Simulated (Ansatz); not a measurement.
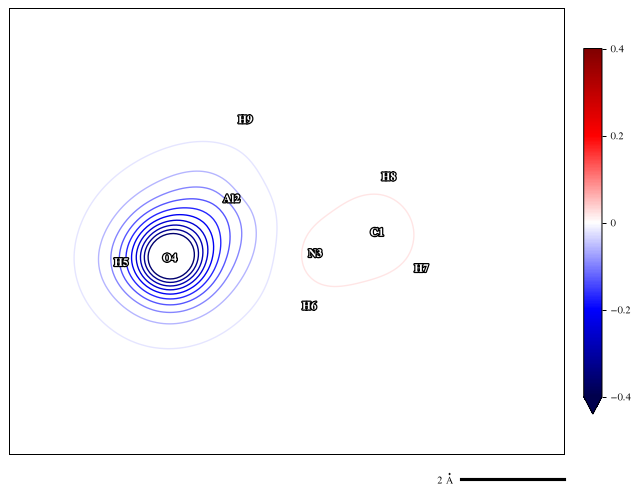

The picture shows: CH$_{5}$AlNO (charge +1). The HOMO−1 on a plane 0.8 Å above the molecular plane (values in Å⁻³ᐟ²; the overall sign is arbitrary).

Geometry: PBE0-D3(BJ)/def2-SVP.

Method: isolated molecule in a Gaussian basis; Kohn-Sham density functional theory, functional PBE0 in Ansatz 0.2.0.

```xyz
9

C    -0.4543    1.4242    0.6268
Al    0.5869   -0.6306   -1.1496
N     0.2473    0.3675    0.4810
O     1.5591   -1.8686   -0.6312
H     2.0247   -2.6407   -0.9567
H     0.6843    0.0047    1.3366
H    -0.5755    1.9047    1.6068
H    -0.9539    1.8728   -0.2427
H    -0.1068   -0.0232   -2.4034
```

Question: What is the character of this orbital?

Answer: It lies mainly on O4 (about 80 %); it changes sign across the molecular plane (π type). Its energy is −14.17 eV.
